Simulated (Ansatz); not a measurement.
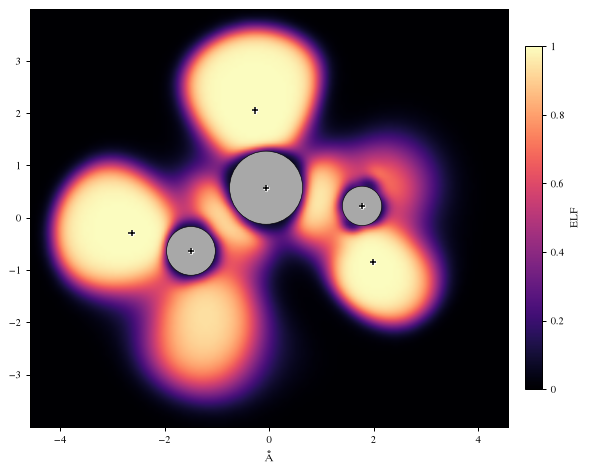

The electron localisation function on a plane through atoms (crosses mark nuclei in the plane; grey discs cover the cores).

These are results of RKS PBE0-D4/def2-TZVPP (Ansatz), not measurements.

Candidates:
A. C₂H₅F₃Si (SMILES C[SiH2]C(F)(F)F)
B. CH₃FSSi (SMILES FC1[SiH2]S1)
C. CH₇BSi₂

Which candidate gave the map?

Answer. Candidate C: CH₇BSi₂ on the plane of atoms C1, Si2 and H8, which holds C, Si, B and H. C–Si (1.87 Å): the ELF peaks at about 0.95 between the atoms, as expected for localised, covalent bonding. Si–B (1.88 Å): the ELF peaks at about 0.90 between the atoms (a covalent bond).
